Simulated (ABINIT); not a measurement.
# Beyond one shot: LiHF2 (C2/m), part 2 of 2

Wanted: G0W0 and self-consistent gaps of LiHF2 (C2/m), with the cost of the cycles.

ABINIT 10.8.3; PBEsol and many-body steps on it, plane waves. Known limits of the many-body steps: not at the basis limit; coarse k mesh.

So far. Step 4 (G0W0): The gap on the mesh goes from 8.41 eV to 12.64 eV, a correction of +4.23 eV. Step 5 (evGW0, cycle 1): Against G0W0 in ABINIT (4×4×2 mesh, 30 bands, screening to 106.1 eV, Godby-Needs plasmon pole), the gap moves by +0.644 eV. This first cycle still uses the starting levels; it takes the full correction, at all points of the mesh, and its linearised value is 12.639 eV.

## (6) evGW0, cycle 2

Level of this step: evGW0 on PBEsol, plane waves, norm-conserving pseudopotentials (ABINIT).

The corrected levels of the last cycle go back in.

Input file run.abi:

```
acell 3*1.0 Angstrom
rprim 
  2.547496000000 -1.534899000000 -0.000000000000
  2.547496000000 1.534899000000 -0.000000000000
  -2.526944000000 -0.000000000000 4.201520000000
ntypat 3
znucl 3 1 9
natom 4
typat 1 2 3 3
xred 
  0.000000000000 0.000000000000 0.000000000000
  0.000000000000 0.000000000000 0.500000000000
  0.209803000000 0.209803000000 0.750702000000
  0.790197000000 0.790197000000 0.249298000000
pp_dirpath "pseudos"
pseudos "Li.upf, H.upf, F.upf"
ecut 36
ngkpt 4 4 2
nshiftk 1
shiftk 0 0 0
kptopt 1
chksymbreak 0
istwfk *1
occopt 1
irdwfk 1
optdriver 4
nband 30
gwcalctyp 10
ecutsigx 36
symsigma 1
nkptgw 14
kptgw 
  0.0000000000 0.0000000000 0.0000000000
  0.2500000000 0.0000000000 0.0000000000
  0.5000000000 0.0000000000 0.0000000000
  0.2500000000 0.2500000000 0.0000000000
  0.5000000000 0.2500000000 0.0000000000
  -0.2500000000 0.2500000000 0.0000000000
  0.5000000000 0.5000000000 0.0000000000
  0.0000000000 0.0000000000 0.5000000000
  0.2500000000 0.0000000000 0.5000000000
  0.5000000000 0.0000000000 0.5000000000
  0.2500000000 0.2500000000 0.5000000000
  0.5000000000 0.2500000000 0.5000000000
  -0.2500000000 0.2500000000 0.5000000000
  0.5000000000 0.5000000000 0.5000000000
bdgw 
  1 13
  1 13
  1 13
  1 13
  1 13
  1 13
  1 13
  1 13
  1 13
  1 13
  1 13
  1 13
  1 13
  1 13
ecuteps 3.9
irdscr 1
ppmodel 1
irdqps 1
indata_prefix "in"
outdata_prefix "out"
tmpdata_prefix "tmp"
```

The run is started by

```bash
$ OMP_NUM_THREADS=1 mpirun -n 4 abinit run.abi > log
```

Numbers of over 12 decimals in the logs are rounded to 6 here.

The log of the run:

```text
.Version 10.8.3 of ABINIT. v10.8.2 released Aug 2026.

 Symmetries : space group C2/m (# 12); Bravais mC (1-face-center monocl.)
[... echo of the input left out ...]
== DATASET  1 ==================================================================
-   mpi_nproc: 4, omp_nthreads: 1 (-1 if OMP is not activated)

--- !DatasetInfo
iteration_state: {dtset: 1, }
dimensions: {natom: 4, nkpt: 14, mband: 30, nsppol: 1, nspinor: 1, nspden: 1, mpw: 2327, }
cutoff_energies: {ecut:  36.0, pawecutdg:  -1.0, }
[...]
.  kptgw no:  3; Maximum DeltaE = (   0.613  -0.031) for band index:  3
[...]
.  kptgw no: 13; Maximum DeltaE = (   0.591  -0.023) for band index:  3
.  kptgw no: 14; Maximum DeltaE = (   0.601  -0.105) for band index:  3

== END DATASET(S) ==============================================================
================================================================================

 -outvars: echo values of variables after computation  --------
           etotal      0.0000000000E+00
            nband          30
             nkpt          14
          spgroup          12
 [... the other variables as echoed above ...]

 Calculation completed.
```

It took 32 s on 4 MPI ranks of Intel Xeon Platinum 8259CL at 2.50GHz (Skylake/Cascade Lake), shared host; peak memory 0.95 GiB; 2.1 min of CPU time.

Numbers from this step:

- quasiparticle gap on the mesh: 13.24 eV
- gap of the density functional on the mesh: 8.408 eV
- k of the valence top: 0, 0, 0
- k of the conduction bottom: 0, 0, 0
- least direct quasiparticle gap on the computed points: 13.24 eV

Against the cycle before, the gap moves by −0.046 eV.

## (7) evGW0, cycle 3

run.abi is that of step 6.

The log of the run:

```text
.Version 10.8.3 of ABINIT. v10.8.2 released Aug 2026.

 Symmetries : space group C2/m (# 12); Bravais mC (1-face-center monocl.)
[... echo of the input left out ...]
== DATASET  1 ==================================================================
-   mpi_nproc: 4, omp_nthreads: 1 (-1 if OMP is not activated)

--- !DatasetInfo
iteration_state: {dtset: 1, }
dimensions: {natom: 4, nkpt: 14, mband: 30, nsppol: 1, nspinor: 1, nspden: 1, mpw: 2327, }
cutoff_energies: {ecut:  36.0, pawecutdg:  -1.0, }
[...]
.  kptgw no:  3; Maximum DeltaE = (  -0.251  -0.009) for band index:  3
[...]
.  kptgw no: 13; Maximum DeltaE = (  -0.266  -0.069) for band index:  3
.  kptgw no: 14; Maximum DeltaE = (  -0.336  -0.080) for band index:  3

== END DATASET(S) ==============================================================
================================================================================

 -outvars: echo values of variables after computation  --------
           etotal      0.0000000000E+00
            nband          30
             nkpt          14
          spgroup          12
 [... the other variables as echoed above ...]

 Calculation completed.
```

Wall time 32 s (4 MPI ranks); peak memory 0.95 GiB; 2.2 min of CPU time.

This step gave:

```
quasiparticle gap on the mesh                         : 13.23 eV
gap of the density functional on the mesh             : 8.408 eV
k of the valence top                                  : 0, 0, 0
k of the conduction bottom                            : 0, 0, 0
least direct quasiparticle gap on the computed points : 13.23 eV
```

Against the cycle before, the gap moves by −0.008 eV.

## (8) The runs together

Times are wall times on 4 MPI ranks of Intel Xeon Platinum 8259CL at 2.50GHz (Skylake/Cascade Lake), shared host, good to a factor of about two. A run's time includes the screening step that it read.

| run | mesh | bands | screening cutoff (eV) | DFT gap (eV) | gap on the mesh (eV) | direct (eV) | ε∞ used | time |
| --- | --- | --- | --- | --- | --- | --- | --- | --- |
| G0W0 | 4×4×2 | 30 | 106.1 | 8.408 | 12.639 | 12.639 | 2.05 | 12 s |
| evGW0, cycle 1 | 4×4×2 | 30 | 106.1 | 8.408 | 13.283 | 13.283 | 2.05 | 40 s |
| evGW0, cycle 2 | 4×4×2 | 30 | 106.1 | 8.408 | 13.237 | 13.237 | 2.05 | 39 s |
| evGW0, cycle 3 | 4×4×2 | 30 | 106.1 | 8.408 | 13.229 | 13.229 | 2.05 | 40 s |

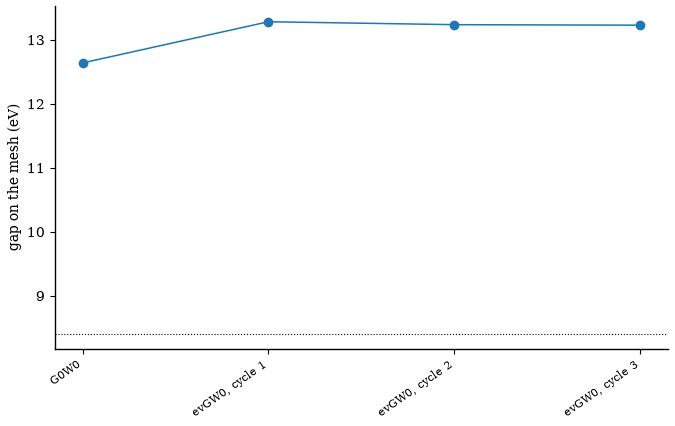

The gap through the cycles; the dotted line is the starting gap.

## (9) Results

```yaml
g0w0: 12.639 eV
evgw0_cycle_1: 13.283 eV
evgw0_cycle_2: 13.237 eV
evgw0_cycle_3: 13.229 eV
known_limits: not at the basis limit; coarse k mesh
```

Only the bands that the input lists are updated; the others, empty or deep, keep the functional's energies or take a rigid shift. evGW0 ends at 13.23 eV, +0.59 eV from G0W0, after 3 cycles that took 96 s beside the first screening; the last moved the gap by 0.008 eV. The first cycle of evGW0 takes the full correction, without the factor Z, so it overshoots the one-shot value. Bands and cutoff are finite, so the gap is not at the basis limit. The miss can reach some tenths of an eV and take either sign; the mesh is an error of its own. The 4×4×2 mesh is coarse for this cell, which bears on the long-range parts of exchange and screening.

[Paths, hosts, dates, memory and timing lines, banners, echoed tables and standing remarks are left out of the program output.]

[Logs are printed without paths, hosts, clocks, repeated set-up lines and the standing remarks that a program may print on its own settings, such as how far it seeks lower states.]

[Runs of the session that timed out or met a known fault of the program may be left out.]

[Hosts, paths, dates, database ids (printed as entryN), source tags and the programs' standing remarks are cut or masked in the printed files.]

[G0W0 gaps are taken among the corrected bands and points alone; a level outside them can change the order at an edge.]

[Where Ansatz stands beside ABINIT at settings called matched, ABINIT's density can come from a denser mesh and the files from another edition; pairs whose starting gaps differed by over 0.03 eV were left out, so agreement reads better than it is.]
